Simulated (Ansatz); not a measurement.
## Fields on a plane of Ni (fcc, Cu type)

```xyz
1
Lattice="0.0000 1.7314 1.7314 1.7314 0.0000 1.7314 1.7314 1.7314 0.0000" Properties=species:S:1:pos:R:3 pbc="T T T"
Ni     0.0000     0.0000     0.0000
```

The slice is a {100} plane (indices of the conventional cell) through the point (0.000, 0.000, 0.000) (fractional), spanned by u = [100] and v = [0 1 -1] in vectors of this cell: u (2.45 Å) and v (2.45 Å, at 90° to u). It covers one period; positions are fractions (u, v).

Atoms on it: Ni at (0.00, 0.00).

Computed with PBEsol (plane waves to 420 eV, PAW, scalar-relativistic; Ansatz, a program for electronic structure). k mesh 23×23×23. These are valence fields of a PAW run, semicore shells included where kept as valence: close to a nucleus they are smooth pseudo fields. Ni was relaxed with its symmetry unable to fall. Relaxed Ni ends ferromagnetic. Other magnetic orders were not checked, so this need not be the ground state.

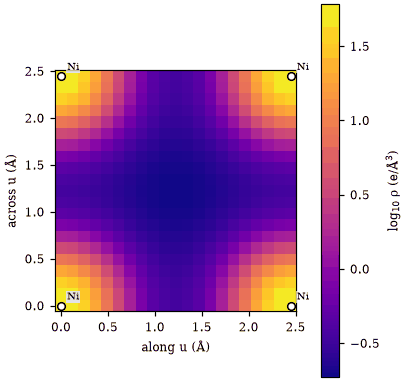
Figure: Log₁₀ of the valence density in e/Å³, one period of the plane, atoms marked. The scale is logarithmic, as a density can span decades between atoms and voids.

```
|%%##==::..                      ..::==##|
|++==::..                          ..::==|
|::::..                              ..::|
|....                                  ..|
|                                        |
|                                        |
|                                        |
|                                        |
|                                        |
|                                        |
|                                        |
|                                        |
|                                        |
|                                        |
|                                        |
|....                                  ..|
|::::..                              ..::|
|++==::..                          ..::==|
|%%##==::..                      ..::==##|
|@@%%++::..                      ..::++%%|
```
Scale: ten equal steps from -0.01 (start of ' ') to 2.79 (end of '@'), in the order ' .:-=+*#%@'. Values: spin density, up minus down in e/Å³. The map has 20 points along u (two characters each, u = 0 at the left) and 20 along v (v = 0 in the bottom row). 

The density on the Ni–Ni line (2.45 Å) at its midpoint is 0.34 e/Å³ and the ELF at that point is 0.25.
